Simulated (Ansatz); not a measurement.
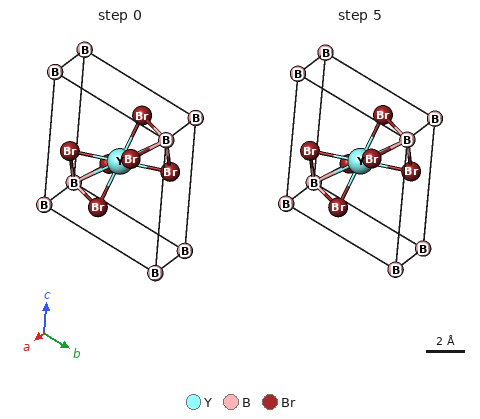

The structure of solid YBBr$_{6}$ (built on the LaAlH6-166 type type) before (left) and after (right) a relaxation, at one scale.

The picture is a ball-and-stick view of the cell of the calculation, seen slightly off an axis.

These are results of DFT, r2SCAN+rVV10, plane waves, PAW (Ansatz 0.2.0), not measurements.

Input file:
```yaml
crystal:
  lattice:
    - [6.0292597895, 3.4809947625, 2.1574819623]
    - [-6.0292597895, 3.4809947625, 2.1574819623]
    - [0.0, -6.9619895249, 2.1574819623]
  atoms:
    - { symbol: "Y", position: [0.5, 0.5, 0.5] }
    - { symbol: B, position: [0.0, 0.0, 0.0] }
    - { symbol: Br, position: [1.0141147925, 0.2939013033, 0.2939013033] }
    - { symbol: Br, position: [0.2939013033, 1.0141147925, 0.2939013033] }
    - { symbol: Br, position: [0.2939013033, 0.2939013033, 1.0141147925] }
    - { symbol: Br, position: [-0.0141147925, 0.7060986967, 0.7060986967] }
    - { symbol: Br, position: [0.7060986967, -0.0141147925, 0.7060986967] }
    - { symbol: Br, position: [0.7060986967, 0.7060986967, -0.0141147925] }
kpoints:
  mp_grid: { grid: [4, 4, 4] }
hamiltonian:
  xc: r2scan
  dispersion: rvv10
scf:
  occupations: { method: fermi_dirac, width: 0.03 }
relax:
  f_tol: 0.01
  cell: {}
  max_steps: 120
```

Launched with:
```bash
ansatz run input.yaml --threads 4 --pin off --max-ram 4608MiB --backend cpu --events-out ev --progress --plain --runs-dir out
```

Q: What changed between the two?

A: The largest moves relative to the cell, 0.058 Å, are those of Br3, Br4, Br5, Br6, Br7 and Br8. Br4 goes along [1 −2 1]. B and Y stay in place. The drawn cell changes as follows: a = b = c 7.289 → 7.123 Å (−2.3 %), α 111.6° → 111.0°, β 111.6° → 111.0°, γ 111.6° → 111.0°; the volume changes by −4.0 %. Near-neighbour distances that change, for instance: Y1–B2 3.236 → 3.277 Å, Y1–Br3 2.747 → 2.769 Å, B2–Br3 2.341 → 2.357 Å. The space group stays R-3m (No. 166). After 4 accepted moves (5 points after the start) the energy has fallen by 40.2 meV per cell of the calculation. The largest force component goes from 0.24 to 0.0099 eV/Å. The pressure goes from 0.64 to 0.01 GPa. At 1 point the geometry stayed and the basis and grid were re-selected for the new cell (energy shift of 1.3 meV per cell of the calculation at most each time).
